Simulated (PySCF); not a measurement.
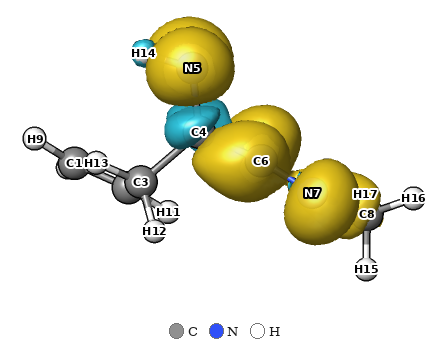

Figure 1: C$_{6}$H$_{9}$N$_{2}$ (SMILES [H]/N=C(/[C]=N/C)CC=C) (doublet). Isosurfaces of the spin density (α minus β) at +0.015 (yellow) and −0.015 e/Å³ (cyan), seen at an oblique angle.

Geometry: GFN2-xTB.

Theory: UKS B3LYP, pcH-1 on C H N, non-relativistic, mean-field spin-orbit, GIAO (PySCF).

```yaml
atoms:
  - { symbol: C, position_ang: [-2.9783, 0.0254, 0.1525] }
  - { symbol: C, position_ang: [-1.7114, 0.3780, 0.2746] }
  - { symbol: C, position_ang: [-0.8281, 0.7514, -0.8718] }
  - { symbol: C, position_ang: [0.2144, -0.3567, -1.0889] }
  - { symbol: N, position_ang: [0.0739, -1.3659, -1.8960] }
  - { symbol: C, position_ang: [1.2903, -0.2525, -0.2643] }
  - { symbol: N, position_ang: [2.3335, 0.1036, 0.2260] }
  - { symbol: C, position_ang: [2.9650, -0.1219, 1.4837] }
  - { symbol: H, position_ang: [-3.4758, 0.0135, -0.8038] }
  - { symbol: H, position_ang: [-3.5745, -0.2599, 1.0019] }
  - { symbol: H, position_ang: [-1.2312, 0.3735, 1.2454] }
  - { symbol: H, position_ang: [-0.3174, 1.6951, -0.6664] }
  - { symbol: H, position_ang: [-1.4145, 0.8531, -1.7875] }
  - { symbol: H, position_ang: [-0.7979, -1.3353, -2.4176] }
  - { symbol: H, position_ang: [3.0355, 0.8347, 2.0035] }
  - { symbol: H, position_ang: [3.9751, -0.4811, 1.2869] }
  - { symbol: H, position_ang: [2.4345, -0.8428, 2.1118] }
```

### Where is the unpaired spin?

The unpaired spin (1 electron) lies mostly on N5 (about 0.4), C6 (about 0.3) and N7 (about 0.2), in electrons by Hirshfeld's partition.
